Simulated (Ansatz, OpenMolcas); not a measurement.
## BSiH3ClO (SMILES [SiH3]O[B]Cl): methods side by side

The species is BSiH3ClO (7 atoms), meant as a doublet with charge 0. SMILES: `[SiH3]O[B]Cl`. The coordinates come from a PBE0-D4/def2-TZVP relaxation. This is one conformer, not always the lowest.

Quantity: the vertical ionisation energy (to the singlet cation), in eV. The values are calculated.

```json
{"level": "UHF/cc-pVDZ", "kind": "Hartree–Fock", "program": "Ansatz", "value (eV)": "8.24", "CPU time (all runs)": "7 s"}
{"level": "UBLYP/cc-pVDZ", "kind": "GGA", "program": "Ansatz", "value (eV)": "7.84", "CPU time (all runs)": "14 s"}
{"level": "U-r2SCAN0/cc-pVDZ", "kind": "hybrid meta-GGA", "program": "Ansatz", "value (eV)": "8.53", "CPU time (all runs)": "34 s"}
{"level": "UM06-2X/cc-pVDZ", "kind": "hybrid meta-GGA", "program": "OpenMolcas", "value (eV)": "8.32", "CPU time (all runs)": "71 s"}
{"level": "UCAM-B3LYP/cc-pVDZ", "kind": "range-separated hybrid", "program": "Ansatz", "value (eV)": "8.33", "CPU time (all runs)": "21 s"}
{"level": "RPA@PBE0/cc-pVDZ", "kind": "RPA", "program": "Ansatz", "value (eV)": "8.06", "CPU time (all runs)": "25 s"}
{"level": "UMP2/cc-pVDZ", "kind": "perturbation theory", "program": "Ansatz", "value (eV)": "7.93", "CPU time (all runs)": "7.7 s"}
{"level": "UBCCD(T)/cc-pVDZ", "kind": "coupled cluster or CI", "program": "Ansatz", "value (eV)": "7.92", "CPU time (all runs)": "56 s"}
```

The values span 7.84 to 8.53 eV. Times are those of the runs behind each value, whatever else they computed, on shared processors of several kinds: orders of magnitude only.

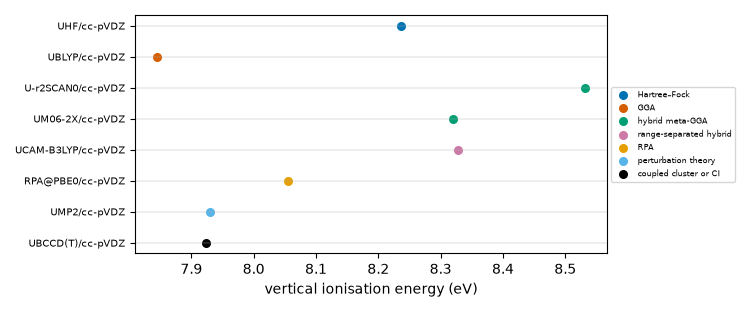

The values of the table, level by level.
